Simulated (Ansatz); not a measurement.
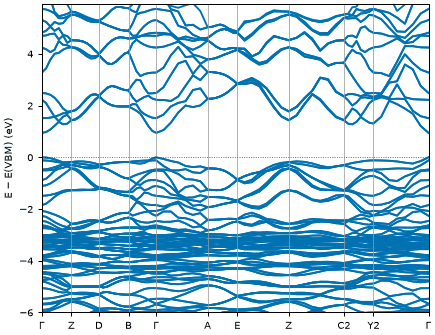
Figure: Band structure from DFT-PBEsol with spin–orbit coupling in the program Ansatz with PAW potentials

Read off the gap and where the band edges lie.

About 0.9 eV (0.95 eV by a search for the band edges); maximum at Γ, minimum at Γ.

The material is Ag$_{2}$S in space group Cmcm (No. 63; Ag on 4b, Ag on 4c, S on 4c).

The first step of the workflow began from a Materials Project structure, measured or hypothetical; the Crystallography Open Database copy checked does not list it. COD files the formula under space group No. 4, 14, so this cell is another polymorph or a model. Whether it is the stable phase at ambient conditions was not checked. The cell was relaxed with PBEsol under the symmetry of its start; its stability against distortions is not shown here. No spin polarisation was allowed. Point labels and valley counts follow the cell and symmetry of the run, lower than the named group.

Potentials: the later of the program's two PAW sets.
